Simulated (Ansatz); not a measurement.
# C4H2F8: how energies converge with the basis set

How large a basis does C4H2F8 need? Two functionals are run in growing sets.

The runs use Ansatz 0.2.0, Gaussian basis; one geometry, several basis sets.

Levels to be run: PBE0-D4/def2-SVP; ωB97M-V/def2-SVP; PBE0-D4/def2-QZVPP; ωB97M-V/def2-QZVPP; the functionals' def2-TZVPP values are taken from earlier runs.

## (1) The geometry

The geometry comes from an earlier relaxation with PBE0-D4 in a triple-zeta def2 set; it is a stationary point, not always the lowest conformer.

SMILES `FCC(F)(C(F)(F)F)C(F)(F)F`, 14 atoms, charge 0, spin multiplicity 1.

Atoms are counted from 1 here; the program's logs count them from 0.

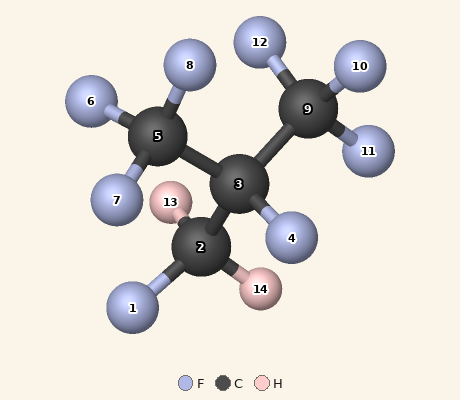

The structure; fluorine light blue, carbon dark grey, hydrogen pink; atoms are numbered from 1 in the order of the file.

## (2) PBE0-D4 in def2-SVP

Contents of in.yaml:

```yaml
crystal:
  periodic: [false, false, false]
  atoms:
    - {symbol: F, position_ang: [-2.093639, 0.932619, 0.671568]}
    - {symbol: C, position_ang: [-1.394788, -0.206204, 0.385421]}
    - {symbol: C, position_ang: [0.101254, 0.071025, 0.373654]}
    - {symbol: F, position_ang: [0.538058, 0.325571, 1.640748]}
    - {symbol: C, position_ang: [0.455946, 1.308776, -0.490132]}
    - {symbol: F, position_ang: [-0.205715, 1.269036, -1.646363]}
    - {symbol: F, position_ang: [0.129157, 2.420197, 0.148289]}
    - {symbol: F, position_ang: [1.757834, 1.359742, -0.760393]}
    - {symbol: C, position_ang: [0.844264, -1.196755, -0.109516]}
    - {symbol: F, position_ang: [2.140094, -1.132941, 0.140716]}
    - {symbol: F, position_ang: [0.359212, -2.269132, 0.522800]}
    - {symbol: F, position_ang: [0.665064, -1.377133, -1.417257]}
    - {symbol: H, position_ang: [-1.711609, -0.584898, -0.589315]}
    - {symbol: H, position_ang: [-1.597932, -0.949201, 1.158681]}
basis:
  gaussian: {orbitals: def2-SVP}
hamiltonian: {xc: pbe0, dispersion: d4}
output: {orbitals: {seedname: orbitals}}
```

Command:

```sh
> ansatz run in.yaml --threads 4 --pin off --events-out ev --progress --plain --max-ram 46080MiB --backend cpu
```

The program printed:

```text
Functional definition: PBE0
  name "PBE0"
  cite "Adamo & Barone, J. Chem. Phys. 110, 6158 (1999) doi:10.1063/1.478522"
  cite "Perdew, Burke & Ernzerhof, Phys. Rev. Lett. 77, 3865 (1996) doi:10.1103/PhysRevLett.77.3865"
  parent pbe
  parameter a = 0.25
  parameter kappa = 0.804
  parameter beta = 0.06672455060314922
  exchange = (1 - a)*pbe_x(kappa = kappa, mu = beta*pi^2/3) + a*exact_x
  correlation = pbe_c(beta = beta)
1932 factors; their error is unknown
mean field evaluation 1: about -25866.0476 eV, gradient 5.5e1 eV
mean field evaluation 2: about -25863.0405 eV, gradient 7.2e1 eV
mean field evaluation 4: about -25870.5677 eV, gradient 2.3e0 eV
mean field evaluation 8: about -25870.5747 eV, gradient 3.7e-2 eV
mean field evaluation 16: about -25870.5943 eV, gradient 1.5e-4 eV
mean field -25870.59428297 eV, -950.7268041807 hartree, gradient 4.7e-5 eV, S^2 0.000000; 0 other end points of the search recorded, 0 dependent functions left out
reference -25870.59429878 eV, -950.7268047615 hartree; 49, 49 occupied and 129, 129 virtual orbitals, 1932 factors
Total energy: -25870.90500686 eV, -950.7382230730 hartree
```

Wall time 3.9 s (4 threads of AMD EPYC 7R13, shared host); peak memory 0.83 GiB.

## (3) ωB97M-V in def2-SVP

Changes to in.yaml since step 2:

```diff
@@ -19,3 +19,3 @@
   gaussian: {orbitals: def2-SVP}
-hamiltonian: {xc: pbe0, dispersion: d4}
+hamiltonian: {xc: {name: wB97M-V}}
 output: {orbitals: {seedname: orbitals}}
```

Launched as before.

The program printed (excerpt; [...] marks lines left out):

```text
Functional definition: wB97M-V
  name "wB97M-V"
  cite "Mardirossian & Head-Gordon, J. Chem. Phys. 144, 214110 (2016) doi:10.1063/1.4952647"
  cite "Becke, J. Chem. Phys. 107, 8554 (1997) doi:10.1063/1.475007"
  cite "Vydrov & Van Voorhis, J. Chem. Phys. 133, 244103 (2010) doi:10.1063/1.3521275"
  # Of w^i u^j: cxij and so on, Table III.
[...]
  gx(w, u) = 1 - cx + cx01*u + cx10*w
  gss(w, u) = css00 + css04*u^4 + css10*w + css20*w^2 + css43*w^4*u^3
  gos(w, u) = cos00 + cos10*w + (cos20 + cos21*u)*w^2 + (cos60 + cos61*u)*w^6
[...]
      + integral(e_c_pw_mod_opposite_spin*gos(b97_w_opposite, b97_u_opposite)) + vv10(b, c)
1932 factors; their error is unknown
336 factors; integrals over basis functions are off by at most 3.5e-6 eV
[...]
mean field -25889.23369263 eV, -951.4117898514 hartree, gradient 4.2e-5 eV, S^2 0.000000; 0 other end points of the search recorded, 0 dependent functions left out
reference -25889.23371804 eV, -951.4117907851 hartree; 49, 49 occupied and 129, 129 virtual orbitals, 1932 factors
Total energy: -25889.23371804 eV, -951.4117907851 hartree
```

It took 11 s on 4 threads of AMD EPYC 7R13, shared host; peak memory 1 GiB.

## (4) PBE0-D4 in def2-QZVPP

Changes to in.yaml since step 3:

```diff
@@ -18,4 +18,4 @@
 basis:
-  gaussian: {orbitals: def2-SVP}
-hamiltonian: {xc: {name: wB97M-V}}
+  gaussian: {orbitals: "def2-QZVPP.json"}
+hamiltonian: {xc: pbe0, dispersion: d4}
 output: {orbitals: {seedname: orbitals}}
```

Command:

```sh
> ansatz run in.yaml --threads 4 --pin off --events-out ev --progress --plain --max-ram 46080MiB --backend cuda --devices 0, --max-vram 37GiB
```

The program printed:

```text
Functional definition: PBE0
  name "PBE0"
  cite "Adamo & Barone, J. Chem. Phys. 110, 6158 (1999) doi:10.1063/1.478522"
  cite "Perdew, Burke & Ernzerhof, Phys. Rev. Lett. 77, 3865 (1996) doi:10.1103/PhysRevLett.77.3865"
  parent pbe
  parameter a = 0.25
  parameter kappa = 0.804
  parameter beta = 0.06672455060314922
  exchange = (1 - a)*pbe_x(kappa = kappa, mu = beta*pi^2/3) + a*exact_x
  correlation = pbe_c(beta = beta)
2296 factors; their error is unknown
mean field evaluation 1: about -25897.9178 eV, gradient 6.0e1 eV
mean field evaluation 2: about -25896.0001 eV, gradient 7.2e1 eV
mean field evaluation 4: about -25902.7706 eV, gradient 2.8e0 eV
mean field evaluation 8: about -25902.7842 eV, gradient 5.9e-2 eV
mean field evaluation 16: about -25902.7895 eV, gradient 1.9e-4 eV
mean field -25902.78953534 eV, -951.9099578823 hartree, gradient 2.2e-5 eV, S^2 0.000000; 0 other end points of the search recorded, 0 dependent functions left out
reference -25902.78956591 eV, -951.9099590058 hartree; 49, 49 occupied and 695, 695 virtual orbitals, 2296 factors
Total energy: -25903.10027399 eV, -951.9213773172 hartree
```

Run time: 4.4 s. Hardware: 1 × H100 (card shared with other runs) with 4 threads of AMD EPYC 7R13, shared host; peak host memory 1.3 GiB.

## (5) ωB97M-V in def2-QZVPP

Changes to in.yaml since step 4:

```diff
@@ -19,3 +19,3 @@
   gaussian: {orbitals: "def2-QZVPP.json"}
-hamiltonian: {xc: pbe0, dispersion: d4}
+hamiltonian: {xc: {name: wB97M-V}}
 output: {orbitals: {seedname: orbitals}}
```

The command is unchanged.

The program printed (excerpt; [...] marks lines left out):

```text
Functional definition: wB97M-V
  name "wB97M-V"
  cite "Mardirossian & Head-Gordon, J. Chem. Phys. 144, 214110 (2016) doi:10.1063/1.4952647"
  cite "Becke, J. Chem. Phys. 107, 8554 (1997) doi:10.1063/1.475007"
  cite "Vydrov & Van Voorhis, J. Chem. Phys. 133, 244103 (2010) doi:10.1063/1.3521275"
  # Of w^i u^j: cxij and so on, Table III.
[...]
  gx(w, u) = 1 - cx + cx01*u + cx10*w
  gss(w, u) = css00 + css04*u^4 + css10*w + css20*w^2 + css43*w^4*u^3
  gos(w, u) = cos00 + cos10*w + (cos20 + cos21*u)*w^2 + (cos60 + cos61*u)*w^6
[...]
      + integral(e_c_pw_mod_opposite_spin*gos(b97_w_opposite, b97_u_opposite)) + vv10(b, c)
2296 factors; their error is unknown
424 factors; integrals over basis functions are off by at most 3.5e-6 eV
[...]
mean field -25921.97282101 eV, -952.6149306277 hartree, gradient 4.2e-5 eV, S^2 0.000000; 0 other end points of the search recorded, 0 dependent functions left out
reference -25921.97287079 eV, -952.6149324572 hartree; 49, 49 occupied and 695, 695 virtual orbitals, 2296 factors
Total energy: -25921.97287079 eV, -952.6149324572 hartree
```

Wall time 6 s (1 × H100 (card shared with other runs) with 4 threads of AMD EPYC 7R13, shared host); peak host memory 1.5 GiB.

## (6) Functionals by basis

The def2-TZVPP values come from earlier runs at the same geometry.

```csv
functional,basis,functions,energy (eV),from the largest (eV),HOMO (eV),LUMO (eV)
PBE0-D4,def2-SVP,178,-25870.9050,32.195,-10.33,1.14
PBE0-D4,def2-TZVPP,400,-25901.8268,1.273,-10.48,0.75
PBE0-D4,def2-QZVPP,744,-25903.1003,0.000,-10.53,0.54
ωB97M-V,def2-SVP,178,-25889.2337,32.739,-12.71,3.41
ωB97M-V,def2-TZVPP,400,-25920.7806,1.192,-12.89,2.69
ωB97M-V,def2-QZVPP,744,-25921.9729,0.000,-12.94,1.87
```

## (7) Summary of results

```
                                       quantity           value
PBE0-D4: double and triple zeta above quadruple  32.20, 1.27 eV
ωB97M-V: double and triple zeta above quadruple  32.74, 1.19 eV
```

**Reading.** For PBE0-D4 the step from double to triple zeta gains 30.92 eV and the next only 1.27 eV. Total energies overstate the basis error of differences, where much of it tends to cancel. The LUMO of ωB97M-V is positive and keeps falling with the basis (3.41 to 1.87 eV): an unbound level that the basis holds in place.
